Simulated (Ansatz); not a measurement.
# CuN (singlet): one geometry, many settings

Aim: run CuN (singlet) at one geometry under a spread of methods and options, and see what each costs and gives.

Program: Ansatz 0.2.0, Gaussian basis. Level of theory: the settings change from run to run. These are calculated values, not measurements.

9 further runs of the same task are left out: 3 that didn't finish, 6 set aside as unsound or not needed.

## Step 1: What is computed

The geometry is a PBE0/def2-TZVP stationary point (not a proven minimum).

2 atoms, charge 0, spin multiplicity 1.

Atoms are counted from 1 here; the program's logs count them from 0.

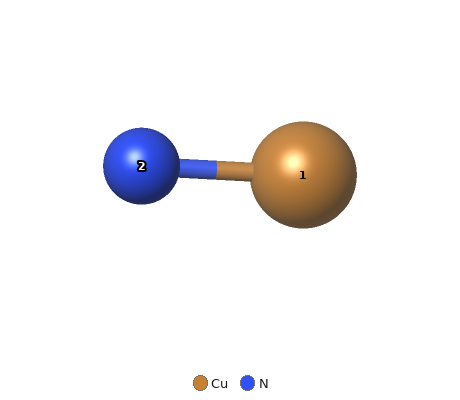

The geometry (copper orange, nitrogen blue); atoms are numbered from 1 in the order of the file.

Geometry (Å):

```
Cu    0.00000    0.00000    0.00000
N     0.00000    0.00000    1.73860
```

## Step 2: BCCD/def2-SVP

The input, in.yaml:

```yaml
crystal:
  periodic: [false, false, false]
  atoms:
    - {symbol: Cu, position_ang: [0.000000, 0.000000, 0.000000]}
    - {symbol: N, position_ang: [0.000000, 0.000000, 1.738600]}
basis:
  gaussian: {orbitals: def2-SVP}
magnetization: {spin_polarized: false}
hamiltonian: {xc: {name: PBE}}
correlation: {method: bccd, electrons: all}
```

Command:

```sh
$ ansatz run in.yaml --threads 1 --pin off --events-out ev --progress --plain --max-ram 2393MiB
```

What it wrote (excerpt; [...] marks lines left out):

```text
Functional definition: PBE
  name "PBE"
  cite "Perdew, Burke & Ernzerhof, Phys. Rev. Lett. 77, 3865 (1996) doi:10.1103/PhysRevLett.77.3865"
  parent pbe
[...]
486 factors; integrals over basis functions are off by at most 9.2e-4 eV
[...]
mean field -46109.03381562 eV, -1694.4757388985 hartree, gradient 2.7e-6 eV, S^2 0.000000; 5 other end points of the search recorded, 0 dependent functions left out; unrestricted orbitals would lower it
[...]
unrestricted determinant -46067.87772713 eV, -1692.9632805431 hartree, S^2 1.0074
reference -46063.82802676 eV, -1692.8144567993 hartree; 18, 18 occupied and 27, 27 virtual orbitals, 486 factors
second order -17.68555452 eV of doubles, -1.57369155 eV of singles
cycle   1  -10.36910486 eV  change     8.6e0 eV  update   4.5e-1
[...]
cycle  17  -15.50722038 eV  change    1.7e-5 eV  update   2.2e-5
WARN: the results are in doubt because among natural orbitals full CI differs from the method by -0.258 eV
Total energy: -46079.33524714 eV, -1693.3843366371 hartree
In doubt: among natural orbitals full CI differs from the method by -0.258 eV
```

Wall time 5 s (1 thread of Arm Neoverse V1, shared host).

From the report: correlation -15.5072 eV; largest double amplitude 0.15. Mind the lines of doubt at the end of the log.

## Step 3: CISD/def2-SVP

The input, in.yaml:

```yaml
crystal:
  periodic: [false, false, false]
  atoms:
    - {symbol: Cu, position_ang: [0.000000, 0.000000, 0.000000]}
    - {symbol: N, position_ang: [0.000000, 0.000000, 1.738600]}
basis:
  gaussian: {orbitals: def2-SVP}
correlation: {active_space: {ras: {orbitals: [12, 0, 27], electrons: 24, max_holes: 2, max_particles: 2}, fixed_orbitals: true}}
```

Same command.

What it wrote:

```text
Functional definition: HF
  name "HF"
  cite "Fock, Z. Phys. 61, 126 (1930) doi:10.1007/BF01340294"
  parent pbe
  exchange = exact_x
  correlation = 0
486 factors; integrals over basis functions are off by at most 9.2e-4 eV
mean field evaluation 1: about -46062.7254 eV, gradient 4.4e1 eV
mean field evaluation 2: about -46062.8557 eV, gradient 4.4e1 eV
mean field evaluation 4: about -46065.9107 eV, gradient 2.7e0 eV
mean field evaluation 8: about -46066.0435 eV, gradient 2.5e-1 eV
mean field evaluation 16: about -46066.0443 eV, gradient 2.0e-6 eV
mean field evaluation 32: about -46065.9787 eV, gradient 3.7e0 eV
mean field evaluation 64: about -46066.0258 eV, gradient 5.2e-1 eV
mean field -46066.04430281 eV, -1692.8959034421 hartree, gradient 2.0e-6 eV, S^2 0.000000; 3 other end points of the search recorded, 0 dependent functions left out
reference -46066.04430281 eV, -1692.8959034421 hartree; 18, 18 occupied and 27, 27 virtual orbitals, 486 factors
state -46078.08769702 eV, -1693.3384900159 hartree
Total energy: -46078.08769702 eV, -1693.3384900159 hartree
```

Wall time 7 s (1 thread of Arm Neoverse V1, shared host).

From the report: 38,915 determinants.

## Step 4: CASSCF(2,10)/6-31G*

The input, in.yaml:

```yaml
crystal:
  periodic: [false, false, false]
  atoms:
    - {symbol: Cu, position_ang: [0.000000, 0.000000, 0.000000]}
    - {symbol: N, position_ang: [0.000000, 0.000000, 1.738600]}
basis:
  gaussian: {orbitals: "6-31G*", fitting: {mean_field: def2-universal-jkfit}, point_charges: [{charge: 0.50, position_ang: [3.749, 0.461, 0.378]}]}
hamiltonian: {pseudopotentials: {relativity: none}}
correlation: {active_space: {window: {electrons: 2, orbitals: 10}, states: [{multiplicity: 1, weights: [1, 0.5, 0.5, 1]}]}}
output: {forces: true}
```

The command is unchanged.

What it wrote (excerpt; [...] marks lines left out):

```text
Functional definition: HF
  name "HF"
  cite "Fock, Z. Phys. 61, 126 (1930) doi:10.1007/BF01340294"
  parent pbe
[...]
341 factors; integrals over basis functions are off by at most 2.7e-1 eV
[...]
mean field -46065.49741936 eV, -1692.8758058458 hartree, gradient 1.7e-6 eV, S^2 0.000000; 9 other end points of the search recorded, 0 dependent functions left out
reference -46065.49741936 eV, -1692.8758058458 hartree; 18, 18 occupied and 33, 33 virtual orbitals, 341 factors
state -46066.25228022 eV, -1692.9035464707 hartree
state -46066.23603770 eV, -1692.9029495693 hartree
state -46065.20053414 eV, -1692.8648955153 hartree
state -46063.66691432 eV, -1692.8085360265 hartree
[...]
Total energy: -46065.21249349 eV, -1692.8653350132 hartree
Atom 0 at     0.000000     0.000000     0.000000 Å, force    -0.096947    -0.011921    -1.128637 eV/Å
Atom 1 at     0.000000     0.000000     1.738600 Å, force     0.118445     0.014565     1.075875 eV/Å
Dipole moment:    -0.182626    -0.009237    -0.595444 e Å
```

It took 8 s on 1 thread of Arm Neoverse V1, shared host.

From the report: 100 determinants; active occupations (of the averaged states) 0.98, 0.66, 0.33, 0.02, 0.01, 0.00, 0.00, 0.00, 0.00, 0.00.

## Step 5: BCCD on RHF/def2-SVP

The input, in.yaml:

```yaml
crystal:
  periodic: [false, false, false]
  atoms:
    - {symbol: Cu, position_ang: [0.000000, 0.000000, 0.000000]}
    - {symbol: N, position_ang: [0.000000, 0.000000, 1.738600]}
basis:
  gaussian: {orbitals: def2-SVP}
magnetization: {spin_polarized: false}
correlation: {method: bccd, electrons: all}
```

The command is unchanged.

What it wrote (excerpt; [...] marks lines left out):

```text
Functional definition: HF
  name "HF"
  cite "Fock, Z. Phys. 61, 126 (1930) doi:10.1007/BF01340294"
  parent pbe
[...]
486 factors; integrals over basis functions are off by at most 9.2e-4 eV
[...]
mean field -46066.04430281 eV, -1692.8959034421 hartree, gradient 2.0e-6 eV, S^2 0.000000; 4 other end points of the search recorded, 0 dependent functions left out; unrestricted orbitals would lower it
determinant -46066.04430281 eV, -1692.8959034421 hartree, with singles and doubles -46079.58347029 eV, -1693.3934586696 hartree
determinant -46064.23846699 eV, -1692.8295401995 hartree, with singles and doubles -46077.51452857 eV, -1693.3174264639 hartree
unrestricted determinant -46067.87772713 eV, -1692.9632805431 hartree, S^2 1.0074
reference -46066.04430281 eV, -1692.8959034421 hartree; 18, 18 occupied and 27, 27 virtual orbitals, 486 factors
second order -14.00252711 eV of doubles, -0.00000000 eV of singles
cycle   1  -13.12336013 eV  change    4.2e-1 eV  update   7.2e-2
[...]
cycle  15  -13.29101478 eV  change    2.4e-5 eV  update   2.7e-5
WARN: the results are in doubt because among natural orbitals full CI differs from the method by -0.300 eV
Total energy: -46079.33531759 eV, -1693.3843392262 hartree
In doubt: among natural orbitals full CI differs from the method by -0.300 eV
```

Wall time 3.5 s (1 thread of Arm Neoverse V1, shared host).

From the report: correlation -13.2910 eV; largest double amplitude 0.15. Mind the lines of doubt at the end of the log.

## Step 6: MRCISD+Q(relaxed)(6,6)/6-31G

The input, in.yaml:

```yaml
crystal:
  periodic: [false, false, false]
  atoms:
    - {symbol: Cu, position_ang: [0.000000, 0.000000, 0.000000]}
    - {symbol: N, position_ang: [0.000000, 0.000000, 1.738600]}
basis:
  gaussian: {orbitals: 6-31G}
correlation: {method: fic_mrcisd_q_relaxed, electrons: outside_noble_gas, active_space: {window: {electrons: 6, orbitals: 6}, states: [{multiplicity: 1, weights: [0.5, 0.5, 1, 0.5]}], root: 3}}
```

Same command.

What it wrote (excerpt; [...] marks lines left out):

```text
Functional definition: HF
  name "HF"
  cite "Fock, Z. Phys. 61, 126 (1930) doi:10.1007/BF01340294"
  parent pbe
[...]
696 factors; integrals over basis functions are off by at most 9.2e-8 eV
[...]
mean field -46065.06621626 eV, -1692.8599594241 hartree, gradient 3.5e-6 eV, S^2 0.000000; 7 other end points of the search recorded, 0 dependent functions left out; unrestricted orbitals would lower it
reference -46065.06621626 eV, -1692.8599594241 hartree; 18, 18 occupied and 20, 20 virtual orbitals, 696 factors
state -46068.53467318 eV, -1692.9874228650 hartree
state -46068.05997807 eV, -1692.9699781415 hartree
state -46067.83740108 eV, -1692.9617985880 hartree
state -46066.92667522 eV, -1692.9283300300 hartree
contracted CI cycle   1: correlation -0.00000000 eV, -0.0000000000 hartree, residual 2.83e1 eV
[...]
contracted CI cycle  13: correlation -6.45902534 eV, -0.2373648032 hartree, residual 1.67e-2 eV
contracted CI cycle  14: correlation -6.45903115 eV, -0.2373650167 hartree, residual 9.54e-3 eV
contracted CI cycle  15: correlation -6.45903305 eV, -0.2373650864 hartree, residual 5.50e-3 eV
contracted CI cycle  16: correlation -6.45903364 eV, -0.2373651080 hartree, residual 3.24e-3 eV
contracted CI cycle  17: correlation -6.45903388 eV, -0.2373651170 hartree, residual 2.11e-3 eV
contracted CI cycle  18: correlation -6.45903397 eV, -0.2373651203 hartree, residual 1.43e-3 eV
contracted CI cycle  19: correlation -6.45903401 eV, -0.2373651218 hartree, residual 8.61e-4 eV
state -46066.92667522 eV, -1692.9283300300 hartree; corrected -46074.22245981 eV, -1693.1964451685 hartree
[...]
an earlier search ended where averaged states of different weights were degenerate, so these states were given the mean of their weights and the orbitals were optimised with it; in the result, neighbours among these states lie up to 2.2e-1 eV apart
Total energy: -46074.22245981 eV, -1693.1964451685 hartree
```

Wall time 16 s (1 thread of Arm Neoverse V1, shared host).

From the report: 104 determinants; active occupations (of the averaged states) 1.72, 1.26, 1.23, 1.11, 0.67, 0.01.

## Step 7: CCSD(T) on UHF/def2-SVP

The input, in.yaml:

```yaml
crystal:
  periodic: [false, false, false]
  atoms:
    - {symbol: Cu, position_ang: [0.000000, 0.000000, 0.000000]}
    - {symbol: N, position_ang: [0.000000, 0.000000, 1.738600]}
basis:
  gaussian: {orbitals: def2-SVP}
magnetization: {spin_polarized: true, initial_magnetization: 0}
correlation: {method: ccsd_t, electrons: all}
```

Launched as before.

What it wrote (excerpt; [...] marks lines left out):

```text
Functional definition: HF
  name "HF"
  cite "Fock, Z. Phys. 61, 126 (1930) doi:10.1007/BF01340294"
  parent pbe
[...]
486 factors; integrals over basis functions are off by at most 9.2e-4 eV
[...]
mean field -46068.00212145 eV, -1692.9678519500 hartree, gradient 4.8e-6 eV, S^2 2.009521; 48 other end points of the search recorded, 0 dependent functions left out
determinant -46068.00212145 eV, -1692.9678519500 hartree, with singles and doubles -46079.09808635 eV, -1693.3756211387 hartree
determinant -46067.87772713 eV, -1692.9632805431 hartree, with singles and doubles -46080.83059985 eV, -1693.4392898355 hartree
determinant -46067.67967213 eV, -1692.9560021559 hartree, with singles and doubles -46078.66852792 eV, -1693.3598351576 hartree
determinant -46067.57763788 eV, -1692.9522524663 hartree, with singles and doubles -46080.49845000 eV, -1693.4270835537 hartree
[...]
determinant -46064.57703060 eV, -1692.8419821827 hartree, with singles and doubles -46075.88300104 eV, -1693.2574689330 hartree
determinant -46068.00212145 eV, -1692.9678519500 hartree, with singles and doubles -46079.22291225 eV, -1693.3802084060 hartree
determinant -46067.87772713 eV, -1692.9632805431 hartree, with singles and doubles -46080.93281216 eV, -1693.4430460689 hartree
determinant -46067.57763788 eV, -1692.9522524663 hartree, with singles and doubles -46080.84751070 eV, -1693.4399112980 hartree
reference -46067.87772713 eV, -1692.9632805431 hartree; 18, 18 occupied and 27, 27 virtual orbitals, 486 factors
second order -13.46578392 eV of doubles, -0.00000000 eV of singles
cycle   1  -13.05508971 eV  change   -4.7e-6 eV  update   5.8e-6
perturbative correction -0.77851077 eV, -0.0286097432 hartree
WARN: the results are in doubt because among natural orbitals full CI differs from the method by +1.474 eV
Total energy: -46081.71132762 eV, -1693.4716559841 hartree
In doubt: among natural orbitals full CI differs from the method by +1.474 eV
```

Run time: 1.8 min. Hardware: 1 thread of Arm Neoverse V1, shared host; peak memory 0.27 GiB.

From the report: ⟨S²⟩ of the determinant 1.007 (pure singlet: 0.00); correlation -13.8336 eV; T1 0.044; largest double amplitude 0.17. The determinant is far from a pure spin state, so its energy mixes those of several spin states (harmless only where they are near-degenerate, as at dissociation). The program marks this result as in doubt; its last lines say why.

## Step 8: All runs side by side

 † marks a result that the program doubts.

```
                                                              level         correlated  functions  energy (eV)     time
                                  BCCD/def2-SVP (on PBE orbitals) †                all         45  -46079.3352      5 s
                                                      CISD/def2-SVP            valence         45  -46078.0877      7 s
CASSCF(2,10)/6-31G* (mean of several states, beside a point charge)                            51  -46065.2125      8 s
                                             BCCD on RHF/def2-SVP †                all         45  -46079.3353    3.5 s
        MRCISD+Q(relaxed)(6,6)/6-31G (excited root 3 of an average)  outside noble gas         38  -46074.2225     16 s
                                          CCSD(T) on UHF/def2-SVP †                all         45  -46081.7113  1.8 min
```

## Step 9: Summary of results

| quantity | value |
| --- | --- |
| runs | 6 |
| quickest | BCCD on RHF/def2-SVP †, 3.5 s |
| slowest | CCSD(T) on UHF/def2-SVP †, 1.8 min |

What this shows: Total energies in different bases, with other cores or another treatment of relativity can't be set against each other. CCSD(T) on UHF/def2-SVP † took 30 times as long as BCCD on RHF/def2-SVP †; the jobs differ in more than the method.
